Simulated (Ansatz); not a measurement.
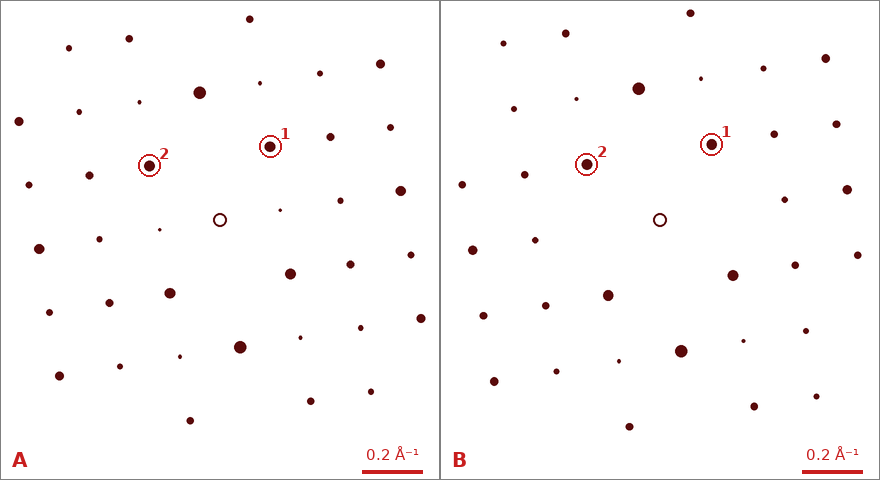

Kinematic electron diffraction patterns (200 kV, B = 0.5 Å², same scale) along [100] of the run's own cell, for the start and the end of one relaxation of RbCu with DFT PBE, scalar-relativistic, plane waves, PAW in Ansatz 0.2.0. k mesh 8×8×8. The start is a generated model structure, and the relaxation ends in the nearest stationary point of its symmetry, not necessarily the ground state. Spot 1 is 0 -1 -1 and spot 2 is 0 1 -1 in both.

Start structure:

```
Rb Cu
1.0
     2.53267   -6.29303    0.00000
     2.53267    6.29303    0.00000
     0.00000    0.00000    4.47120
Rb Cu
2 2
Direct
  0.85539 0.14461 0.25000
  0.14461 0.85539 0.75000
  0.54027 0.45973 0.25000
  0.45973 0.54027 0.75000
```

> Which pattern belongs to the start structure, and which to the relaxed one?

B is the start: its cell gives d(1) = 3.239 Å, d(2) = 3.239 Å and an angle of 87.2°. A is the relaxed structure, with d(1) = 3.346 Å (+3.3 %), d(2) = 3.346 Å (+3.3 %) and 86.8°.

> Summarise the relaxation behind the change.

The volume changed by +2.4 % to 36.49 Å³ an atom; with the mean shift removed, the atoms moved by up to 0.12 Å relative to the cell (Cu most); the space group stayed Cmcm (No. 63); the free energy fell by 7.1 meV an atom. Relaxed cell: a = 6.510 Å, b = 6.510 Å, c = 4.607 Å, α = 90.00°, β = 90.00°, γ = 131.61°.
